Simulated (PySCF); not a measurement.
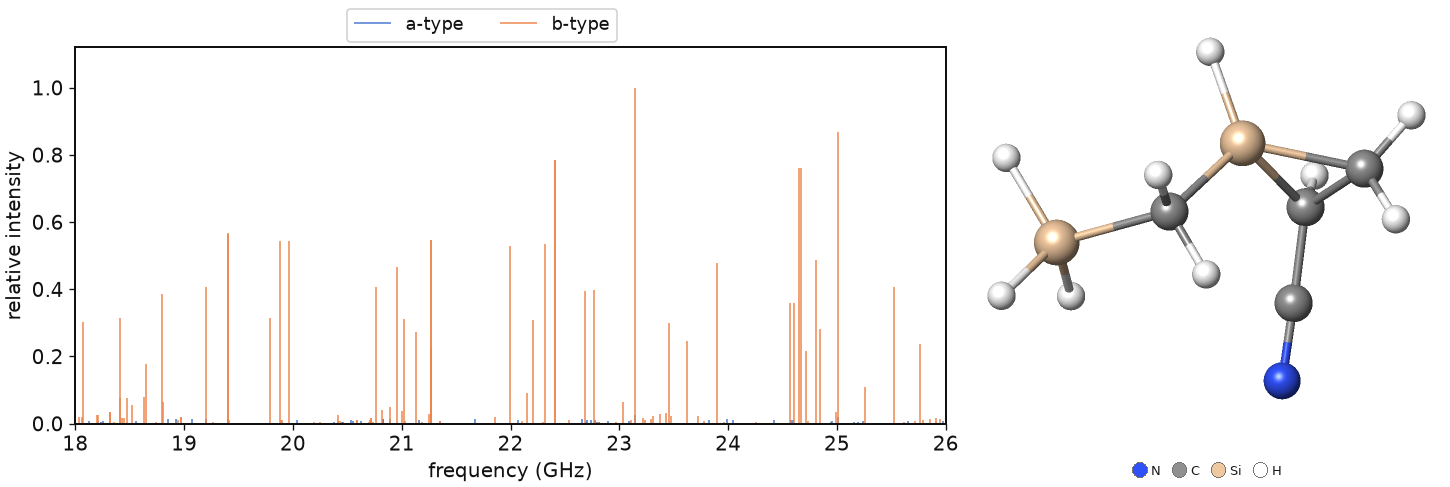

C₄H₉NSi₂, SMILES N#C[C@@H]1C[Si@@H]1C[SiH3]. Simulated rotational absorption lines between 18 and 26 GHz at 3 K: rigid rotor with the equilibrium constants and dipole of one optimised conformer (PBE0-D3(BJ)/def2-SVP, PySCF), commonest isotopes; no centrifugal distortion, hyperfine structure, internal rotation or nuclear-spin weights; lines within 1 MHz of each other are summed. Lines of different type are drawn apart.

### What are the rotational constants, and what kind of rotor is it?

Rotational constants A, B, C = 2.365, 1.295, 0.9342 GHz; Ray's κ = −0.50, an asymmetric top on the prolate side.

### Which dipole components drive the lines?

|μa|, |μb|, |μc| = 0.64, 4.23, 0.16 D; b-type lines carry 97 % of the intensity in this range.

Caveats: coarse grid, loose stop and no frequency check, small forces are noise and the end may be a saddle.
